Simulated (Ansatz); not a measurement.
# BFH₅NO₂ (built from SMILES F.NB(O)O): search for a transition state

Wanted: the transition state of a four-centre ligand exchange (form B1–F6, N2–H5 and break B1–N2, H5–F6). The guess is relaxed with those distances held, a saddle search follows, and vibrations and two downhill relaxations check it.

Method: PBE0-D4, def2-SVP first, then def2-TZVP; program: Ansatz 0.2.0, Gaussian basis.

152 further runs of the same task are left out: 152 set aside as unsound or not needed. Runs told in other sessions of the task aren't counted.

## (1) Starting geometry

The guess: 10 atoms, charge 0, spin multiplicity 1.

Atoms are counted from 1 here; the program's logs count them from 0.

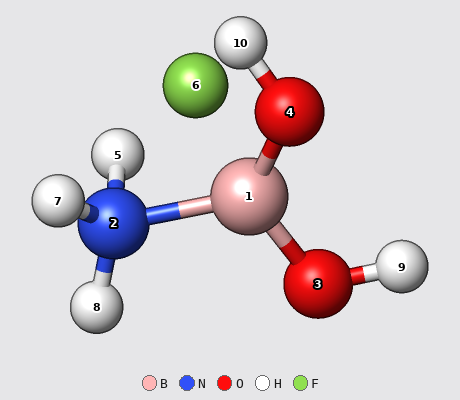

As it starts; boron pink, nitrogen blue, oxygen red, hydrogen white, fluorine green; atoms are numbered from 1 in the order of the file.

As a file:

```
B    -0.3907    0.1867   -0.2627
N     1.1241   -0.1223   -0.0853
O    -0.9323   -0.4569   -1.3077
O    -0.9683    1.2416    0.3405
H     0.7648   -0.8116    0.7916
F    -0.3438   -1.1373    1.3798
H     1.7454    0.6297    0.1856
H     1.5130   -0.6602   -0.8500
H    -1.8786   -0.3547   -1.3924
H    -0.6337    1.4851    1.2007
```

Distances that are to change: B1–F6 2.11 Å, N2–H5 1.17 Å, B1–N2 1.56 Å, H5–F6 1.30 Å.

## (2) Constrained relaxation of the guess

hold/in.yaml

```yaml
crystal:
  periodic: [false, false, false]
  atoms:
    - {symbol: B, position_ang: [-0.390700, 0.186700, -0.262700]}
    - {symbol: N, position_ang: [1.124100, -0.122300, -0.085300]}
    - {symbol: O, position_ang: [-0.932300, -0.456900, -1.307700]}
    - {symbol: O, position_ang: [-0.968300, 1.241600, 0.340500]}
    - {symbol: H, position_ang: [0.764800, -0.811600, 0.791600]}
    - {symbol: F, position_ang: [-0.343800, -1.137300, 1.379800]}
    - {symbol: H, position_ang: [1.745400, 0.629700, 0.185600]}
    - {symbol: H, position_ang: [1.513000, -0.660200, -0.850000]}
    - {symbol: H, position_ang: [-1.878600, -0.354700, -1.392400]}
    - {symbol: H, position_ang: [-0.633700, 1.485100, 1.200700]}
basis:
  gaussian: {orbitals: def2-SVP}
hamiltonian: {xc: pbe0, dispersion: d4}
relax: {f_tol: 0.04, max_steps: 150, escape_saddle: false, constraints: [{distance: [0, 5]}, {distance: [1, 4]}, {distance: [0, 1]}, {distance: [4, 5]}]}
```

Command:

```console
> ansatz run in.yaml --threads 4 --pin off --events-out ev --progress --plain --max-ram 9574MiB
```

What it wrote (excerpt; [...] marks lines left out):

```text
Functional definition: PBE0
  name "PBE0"
  cite "Adamo & Barone, J. Chem. Phys. 110, 6158 (1999) doi:10.1063/1.478522"
  cite "Perdew, Burke & Ernzerhof, Phys. Rev. Lett. 77, 3865 (1996) doi:10.1103/PhysRevLett.77.3865"
  parent pbe
[...]
1021 factors; integrals over basis functions are off by at most 3.0e-4 eV
[...]
mean field -9045.79265783 eV, -332.4267487169 hartree, gradient 1.9e-5 eV, S^2 0.000000; 0 other end points of the search recorded, 0 dependent functions left out
[...]
reference -9045.79267968 eV, -332.4267495197 hartree; 21, 21 occupied and 74, 74 virtual orbitals, 1021 factors
relax step   1: F+E_penalty+E_count = -9045.91566873 eV  Δ(F+E_penalty+E_count) = +0.000e0 eV  max|allowed force component| = 6.475e-1 eV/Å  Δτ_max = 0.0000 Å  (26 SCF iters, accepted)
[...]
relax step   3: F+E_penalty+E_count = -9045.95830528 eV  Δ(F+E_penalty+E_count) = -1.366e-2 eV  max|allowed force component| = 2.564e-1 eV/Å  Δτ_max = 0.0557 Å  (31 SCF iters, accepted)
[...]
relax step   5: F+E_penalty+E_count = -9045.98387918 eV  Δ(F+E_penalty+E_count) = -1.290e-2 eV  max|allowed force component| = 6.203e-1 eV/Å  Δτ_max = 0.0738 Å  (29 SCF iters, accepted)
[...]
relax step   7: F+E_penalty+E_count = -9046.00244919 eV  Δ(F+E_penalty+E_count) = -5.382e-3 eV  max|allowed force component| = 1.867e-1 eV/Å  Δτ_max = 0.1018 Å  (29 SCF iters, accepted)
[...]
  distance N 1 - H 4 held at 1.171830 Å   reaction = -1.1804e-1 eV/Å
  distance B 0 - N 1 held at 1.556140 Å   reaction = +4.0472e-1 eV/Å
  distance H 4 - F 5 held at 1.296555 Å   reaction = +6.4646e-1 eV/Å
1021 factors; integrals over basis functions are off by at most 4.0e-4 eV
mean field -9045.88052787 eV, -332.4299778813 hartree, gradient 2.5e-5 eV, S^2 0.000000; 1 other end points of the search recorded, 0 dependent functions left out
[...]
reference -9045.88054958 eV, -332.4299786790 hartree; 21, 21 occupied and 74, 74 virtual orbitals, 1021 factors
Total energy: -9046.00360624 eV, -332.4345009277 hartree
Atom 0 at    -0.356749     0.200422    -0.301386 Å, force     0.399815    -0.239097     0.277302 eV/Å
Atom 1 at     1.147004    -0.155329    -0.117706 Å, force    -0.348934     0.139949    -0.148788 eV/Å
Atom 2 at    -0.927256    -0.433467    -1.351183 Å, force    -0.000422    -0.002706     0.002153 eV/Å
Atom 3 at    -0.879116     1.290203     0.329754 Å, force    -0.005917    -0.001126     0.007913 eV/Å
Atom 4 at     0.769278    -0.699589     0.848881 Å, force    -0.588523    -0.158173     0.418533 eV/Å
Atom 5 at    -0.336197    -0.910202     1.492792 Å, force     0.546772     0.254817    -0.560115 eV/Å
Atom 6 at     1.760627     0.638459     0.048799 Å, force    -0.003411    -0.000034     0.001733 eV/Å
Atom 7 at     1.523960    -0.770379    -0.835408 Å, force    -0.000621     0.001730     0.000705 eV/Å
Atom 8 at    -1.870710    -0.242863    -1.390216 Å, force     0.000028     0.000143    -0.002208 eV/Å
Atom 9 at    -0.830941     1.082844     1.275772 Å, force     0.001214     0.004497     0.002773 eV/Å
Dipole moment:     0.539734     0.230740    -0.398572 e Å
```

It took 13 s on 4 threads of Arm Neoverse V1, shared host.

Along the way:

| step | energy from step 1 (eV) | largest force component (eV/Å) |
| --- | --- | --- |
| 1 | 0.0000 | 0.6475 |
| 2 | -0.0290 | 0.3113 |
| 3 | -0.0426 | 0.2564 |
| 4 | -0.0553 | 0.7058 |
| 5 | -0.0682 | 0.6203 |
| 6 | -0.0814 | 0.1826 |
| 7 | -0.0868 | 0.1867 |
| 8 | -0.0874 | 0.0914 |
| 9 | -0.0879 | 0.0079 |

Close pairs (by a distance rule), those that changed most:

| bond | before (Å) | after (Å) | change (Å) |
| --- | --- | --- | --- |
| B1–O4 | 1.345 | 1.363 | +0.018 |
| O4–H10 | 0.955 | 0.970 | +0.015 |
| B1–O3 | 1.341 | 1.353 | +0.011 |
| O3–H9 | 0.956 | 0.963 | +0.008 |
| N2–H8 | 1.013 | 1.018 | +0.005 |
| N2–H7 | 1.012 | 1.017 | +0.005 |
| B1–N2 | 1.556 | 1.556 | +0.000 |
| N2–H5 | 1.172 | 1.172 | +0.000 |

## (3) Force constants to start from

hessian/in.yaml

```yaml
crystal:
  periodic: [false, false, false]
  atoms:
    - {symbol: B, position_ang: [-0.356749, 0.200422, -0.301386]}
    - {symbol: N, position_ang: [1.147004, -0.155329, -0.117706]}
    - {symbol: O, position_ang: [-0.927256, -0.433467, -1.351183]}
    - {symbol: O, position_ang: [-0.879116, 1.290203, 0.329754]}
    - {symbol: H, position_ang: [0.769278, -0.699589, 0.848881]}
    - {symbol: F, position_ang: [-0.336197, -0.910202, 1.492792]}
    - {symbol: H, position_ang: [1.760627, 0.638459, 0.048799]}
    - {symbol: H, position_ang: [1.523960, -0.770379, -0.835408]}
    - {symbol: H, position_ang: [-1.870710, -0.242863, -1.390216]}
    - {symbol: H, position_ang: [-0.830941, 1.082844, 1.275772]}
basis:
  gaussian: {orbitals: def2-SVP}
hamiltonian: {xc: pbe0, dispersion: d4}
phonons: {}
scf: {lower_state_search: off}
```

Command:

```console
> ansatz run in.yaml --threads 4 --pin off --events-out ev --progress --plain --max-ram 9574MiB
```

What it wrote (excerpt; [...] marks lines left out):

```text
[... 5 set-up lines as earlier in the session ...]
[...]
1022 factors; integrals over basis functions are off by at most 6.3e-4 eV
[...]
mean field -9045.88050225 eV, -332.4299769396 hartree, gradient 7.3e-6 eV, S^2 0.000000; 0 other end points of the search recorded, 0 dependent functions left out
[...]
reference -9045.88052372 eV, -332.4299777288 hartree; 21, 21 occupied and 74, 74 virtual orbitals, 1022 factors
[... from here to the last solve, the lines of the solves are left out (59 solves) ...]
1022 factors; integrals over basis functions are off by at most 6.3e-4 eV
mean field -9045.88033790 eV, -332.4299708998 hartree, gradient 9.6e-7 eV, S^2 0.000000; 0 other end points of the search recorded, 0 dependent functions left out
[...]
WARN: phonons: modes at or below zero, which the zero-point energy, F, S and C_V leave out: 1, the lowest at -761.18 cm⁻¹. A minimum has none, and a first-order saddle one
[...]
Atom 3 at    -0.879116     1.290203     0.329754 Å, force    -0.005907    -0.001022     0.008027 eV/Å
Atom 4 at     0.769278    -0.699589     0.848881 Å, force    -0.588885    -0.157830     0.418415 eV/Å
Atom 5 at    -0.336197    -0.910202     1.492792 Å, force     0.547019     0.254582    -0.559840 eV/Å
Atom 6 at     1.760627     0.638459     0.048799 Å, force    -0.003366    -0.000040     0.001717 eV/Å
Atom 7 at     1.523960    -0.770379    -0.835408 Å, force    -0.000615     0.001739     0.000725 eV/Å
Atom 8 at    -1.870710    -0.242863    -1.390216 Å, force     0.000044     0.000193    -0.002202 eV/Å
Atom 9 at    -0.830941     1.082844     1.275772 Å, force     0.001229     0.004440     0.002749 eV/Å
Dipole moment:     0.539733     0.230738    -0.398570 e Å
Vibrations: -761.18 89.11 284.80 357.89 408.43 419.82 467.92 521.24 609.26 649.13 818.73 909.64 925.97 1017.01 1124.37 1284.40 1520.86 1531.29 1560.35 2009.83 3565.49 3669.92 3818.03 3912.80 cm⁻¹, zero-point energy 1.951280 eV
Checks for a lower state left out: stability, starts, cluster_reference, orbital_swaps, neighbouring_geometries, increment
```

It took 43 s on 4 threads of Arm Neoverse V1, shared host.

The structure is not stationary yet, so these wavenumbers are no spectrum; the search needs only the force constants.

## (4) Saddle search in the small basis

The search itself is an outer loop (partitioned rational-function steps, Bofill update of the Hessian). Each step is one single-point run with forces. It stops when the largest force is under 0.04 eV/Å and the followed curvature is negative. The first step's input:

presaddle/in.yaml

```yaml
crystal:
  periodic: [false, false, false]
  atoms:
    - {symbol: B, position_ang: [-0.356749, 0.200422, -0.301386]}
    - {symbol: N, position_ang: [1.147004, -0.155329, -0.117706]}
    - {symbol: O, position_ang: [-0.927256, -0.433467, -1.351183]}
    - {symbol: O, position_ang: [-0.879116, 1.290203, 0.329754]}
    - {symbol: H, position_ang: [0.769278, -0.699589, 0.848881]}
    - {symbol: F, position_ang: [-0.336197, -0.910202, 1.492792]}
    - {symbol: H, position_ang: [1.760627, 0.638459, 0.048799]}
    - {symbol: H, position_ang: [1.523960, -0.770379, -0.835408]}
    - {symbol: H, position_ang: [-1.870710, -0.242863, -1.390216]}
    - {symbol: H, position_ang: [-0.830941, 1.082844, 1.275772]}
basis:
  gaussian: {orbitals: def2-SVP}
hamiltonian: {xc: pbe0, dispersion: d4}
output: {forces: true}
scf: {lower_state_search: off}
```

Command:

```console
> ansatz run in.yaml --threads 4 --pin off --events-out ev --progress --plain --max-ram 9574MiB
```

Step by step:

| step | energy (eV) | largest force (eV/Å) | followed curvature (eV/Å²) |
| --- | --- | --- | --- |
| 1 | -9046.00357 | 0.5889 | -6.88 |
| 2 | -9046.09227 | 0.3779 | -6.91 |
| 3 | -9046.09345 | 0.5678 | -6.84 |
| 4 | -9046.10966 | 0.2185 | -6.88 |
| 5 | -9046.04613 | 1.1630 | -6.90 |
| 6 | -9046.10060 | 0.5588 | -6.88 |
| 7 | -9046.11000 | 0.2271 | -6.85 |
| 8 | -9046.11300 | 0.0513 | -7.07 |
| 9 | -9046.11312 | 0.1940 | -7.16 |
| 10 | -9046.11076 | 0.2981 | -7.19 |
| 11 | -9046.10970 | 0.5322 | -7.16 |
| 12 | -9046.11288 | 0.0864 | -6.92 |
| 13 | -9046.11353 | 0.1014 | -7.63 |
| 14 | -9046.11406 | 0.0425 | -8.51 |
| 15 | -9046.11403 | 0.0293 | -8.48 |

The 15 steps took 11 s in all (4 threads of Arm Neoverse V1, shared host).

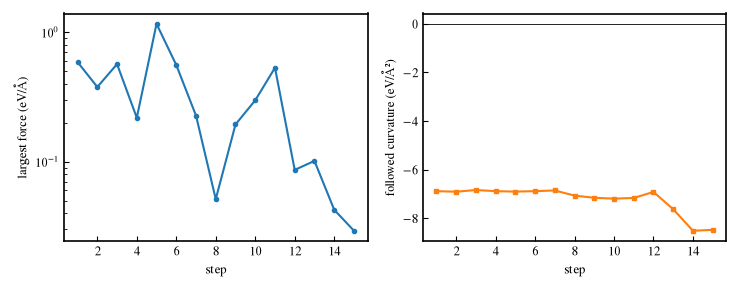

Largest force and followed curvature during the search.

## (5) Saddle search in triple zeta

The search itself is an outer loop (partitioned rational-function steps, Bofill update of the Hessian). Each step is one single-point run with forces. It stops when the largest force is under 0.01 eV/Å and the followed curvature is negative. The first step's input:

saddle/in.yaml

```yaml
crystal:
  periodic: [false, false, false]
  atoms:
    - {symbol: B, position_ang: [-0.348622, 0.131220, -0.208159]}
    - {symbol: N, position_ang: [1.165771, -0.142266, -0.101691]}
    - {symbol: O, position_ang: [-0.915821, -0.494131, -1.280970]}
    - {symbol: O, position_ang: [-0.894423, 1.286404, 0.307319]}
    - {symbol: H, position_ang: [0.690960, -0.823346, 0.842958]}
    - {symbol: F, position_ang: [-0.375544, -1.009480, 1.279343]}
    - {symbol: H, position_ang: [1.748947, 0.660334, 0.116128]}
    - {symbol: H, position_ang: [1.542446, -0.658701, -0.891911]}
    - {symbol: H, position_ang: [-1.859568, -0.310668, -1.317778]}
    - {symbol: H, position_ang: [-0.754248, 1.360735, 1.254859]}
basis:
  gaussian: {orbitals: def2-TZVP}
hamiltonian: {xc: pbe0, dispersion: d4}
output: {forces: true}
scf: {lower_state_search: off}
```

Command:

```console
> ansatz run in.yaml --threads 4 --pin off --events-out ev --progress --plain --max-ram 9574MiB
```

Step by step:

| step | energy (eV) | largest force (eV/Å) | followed curvature (eV/Å²) |
| --- | --- | --- | --- |
| 1 | -9056.85372 | 0.2387 | -8.48 |
| 2 | -9056.86801 | 0.1358 | -8.50 |
| 3 | -9056.86910 | 0.1243 | -8.50 |
| 4 | -9056.87007 | 0.0166 | -8.48 |
| 5 | -9056.86979 | 0.0413 | -8.48 |
| 6 | -9056.87011 | 0.0073 | -8.48 |

The 6 steps took 9.4 s in all (4 threads of Arm Neoverse V1, shared host).

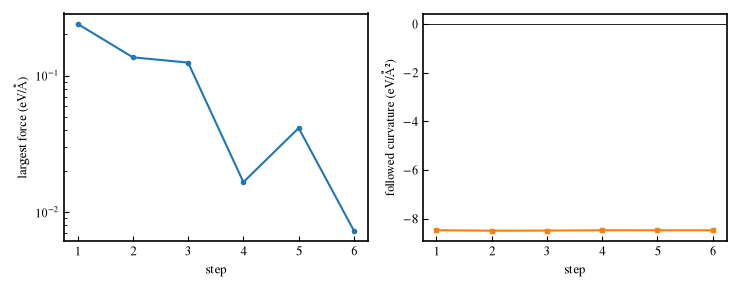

Largest force and followed curvature during the search.

The point found:

```xyz
10
BFH5NO2
B    -0.3572    0.1445   -0.2228
N     1.1533   -0.1440   -0.1035
O    -0.9259   -0.4825   -1.2907
O    -0.9018    1.2889    0.3098
H     0.7342   -0.8007    0.8212
F    -0.3551   -1.0246    1.3175
H     1.7440    0.6417    0.1276
H     1.5381   -0.6776   -0.8712
H    -1.8676   -0.3054   -1.3436
H    -0.7622    1.3599    1.2558
```

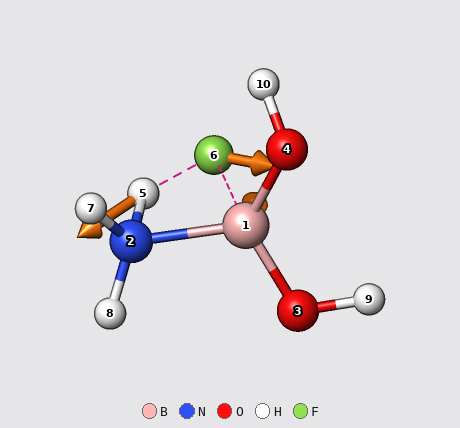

The point found; arrows show the followed mode. Pairs that react are joined by broken lines, hidden where the pair is close enough to be drawn as a bond.

[end of part 1 of 2]
